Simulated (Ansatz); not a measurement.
The relaxed structure here is a generated cell of BAs: the first start was made by placing the elements on the sites of a structure type, and the end was not matched to a known phase here, so it may be hypothetical. Known forms of BAs include space group No. 216.

A relaxed structure of BAs. All values below come from r2SCAN (plane waves to 500 eV, PAW, scalar-relativistic; Ansatz, a program for electronic structure).

Pnma (No. 62), oP8; a = 6.601 Å, b = 3.418 Å, c = 5.679 Å, α = β = γ = 90.00°.

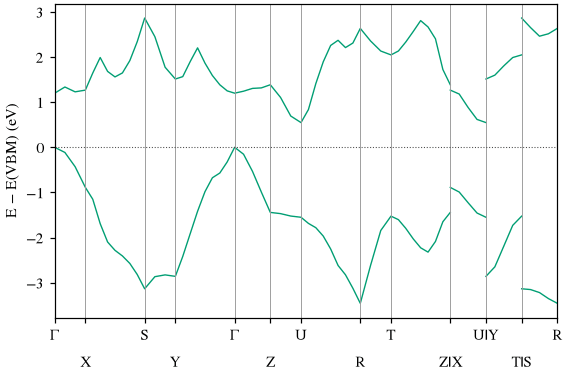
Fig. 1. Highest filled and lowest empty band along the path of this cell's Brillouin zone

**Question.** Read off the gap and say whether it is direct.

**Answer.** 0.55 eV, indirect (valence top at Γ, conduction bottom at U) (no spin-orbit coupling).

**Question.** How far does the top valence band disperse along this path?

**Answer.** About 3.5 eV.

No spin polarisation in the result.

The run could not lose the symmetry of its start: the end is stationary, and may be a saddle point rather than a minimum.
